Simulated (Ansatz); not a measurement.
**C2H10BFSi2 (SMILES BC[SiH]([SiH3])CF): density, localisation and related maps**

```xyz
16

B     2.2537    0.7963   -0.7329
C     1.1223    1.0224    0.2909
Si   -0.4625    0.1368   -0.3177
Si   -0.3267   -2.2170   -0.1694
C    -1.8934    0.7910    0.7762
F    -1.8910    2.1837    0.7400
H     2.3758    1.5241   -1.6899
H     3.0011   -0.1500   -0.6352
H     1.3223    0.6059    1.2927
H     0.7857    2.0703    0.3747
H    -0.7604    0.5275   -1.7278
H     0.0412   -2.6269    1.2200
H     0.7057   -2.7409   -1.1112
H    -1.6429   -2.8375   -0.5095
H    -2.8727    0.4264    0.4168
H    -1.7809    0.4651    1.8265
```

The calculation used RKS B3LYP/def2-SVP (Ansatz 0.2.0).

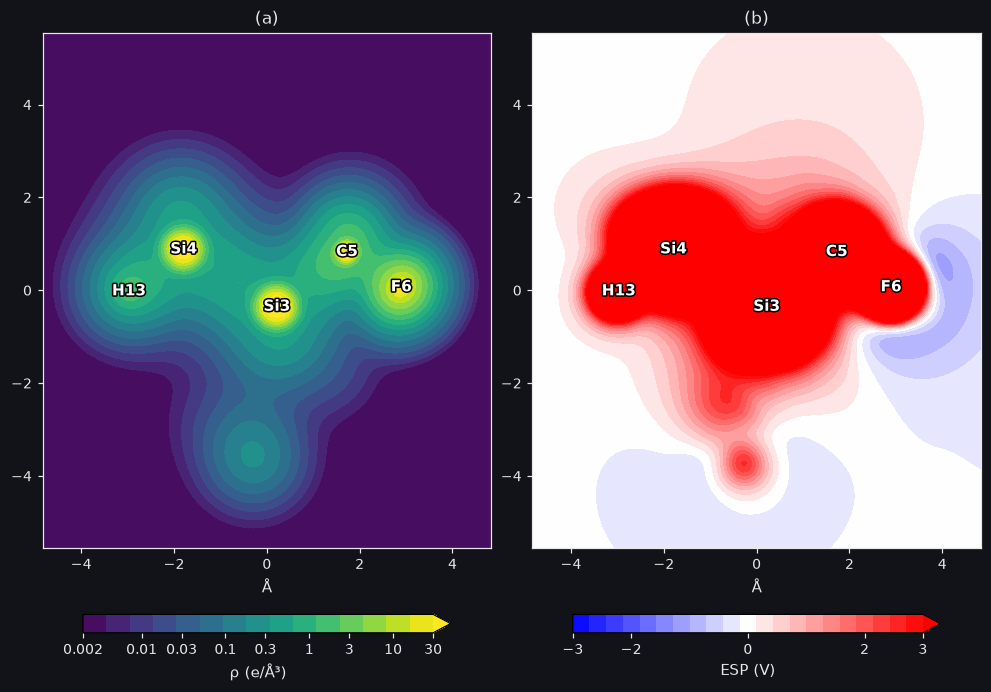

Figure 1. (a) total electron density; (b) molecular electrostatic potential on the plane of atoms Si3, C5 and F6.

Question: Describe what can be read from this map.

Answer: Atoms in the plane: Si, C, F and H. C–F (1.39 Å): ρ is about 2 e/Å³ halfway, with its minimum of 1.6 e/Å³ about 0.5 Å from C. C–Si (1.92 Å): the density is about 0.93 e/Å³ at the midpoint. Si–Si (2.36 Å): the density is about 0.64 e/Å³ at the midpoint. Si–H (1.49 Å): ρ at the midpoint is about 0.75 e/Å³. Outside the dense part of the molecule the potential is most negative (−1.1 V) near F6.

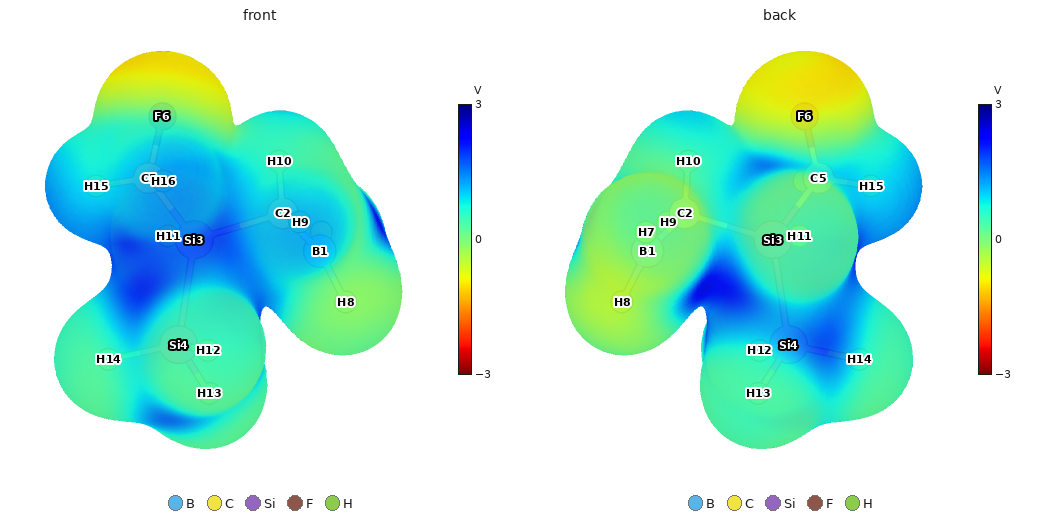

Figure 2. The electrostatic potential painted on the density surface at 0.004 e/bohr³, seen from the front and from behind; red is negative and blue positive.

Question: Where is the surface potential most negative and most positive?

Answer: The most negative region (about −1.0 V, or −23 kcal/mol for a unit charge) lies over F6, the most positive (about +2.3 V, or +53 kcal/mol for a unit charge) over B1 and Si3.

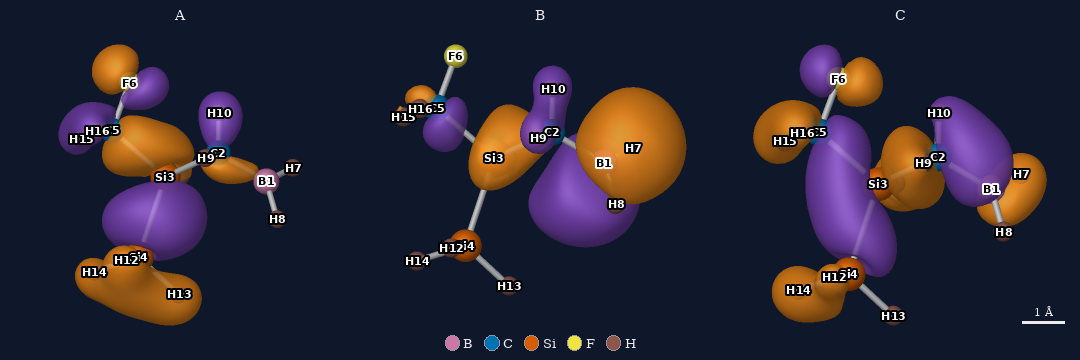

Figure 3. Three frontier orbitals at ±0.08 Å⁻³ᐟ² (orange and purple are the two phases), in no order.

Question: Order the three orbitals by energy and name them.

Answer: C is the HOMO−1 (−8.39 eV). It lies mainly on Si3 (about 20 %), C2 (about 20 %), C5 (about 15 %), B1 (about 10 %), Si4 (about 10 %) and F6 (about 10 %). A is the HOMO (−7.93 eV). By Hirshfeld shares it lies mainly on Si3 (about 25 %), Si4 (about 25 %), C5 (about 15 %) and F6 (about 15 %). B is the LUMO (−1.49 eV). Its weight (Hirshfeld) is mainly on B1 (about 55 %), Si3 (about 10 %), C2 (about 10 %), H8 (about 5 %) and H7 (about 5 %).

Question: What is the HOMO–LUMO gap?

Answer: 6.44 eV between the orbital energies.
